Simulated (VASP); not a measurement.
Band structure of RuP (relaxed from the wurtzite structure, space group P6_3mc). Level of theory: LDA (Ceperley-Alder, Perdew-Zunger), VASP's LDA PAW potentials (set 64) (plane waves; VASP).

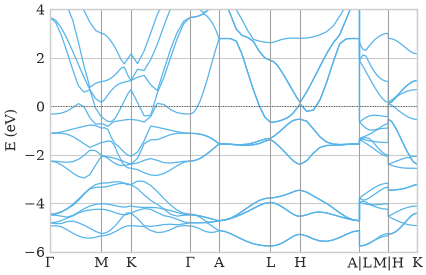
Figure: Bands along high-symmetry lines, zero at the valence-band maximum or, without a gap, the Fermi level

Question: Read the plot: is there a gap, and where are the band edges?

Answer: It has no gap at this level: it comes out as a metal or semimetal. (Edges off the drawn lines would not show.)

The structure was generated: RuP was put into the wurtzite type (P6_3mc), which need not be its known phase. It was relaxed first, which changed the volume by -32 %.
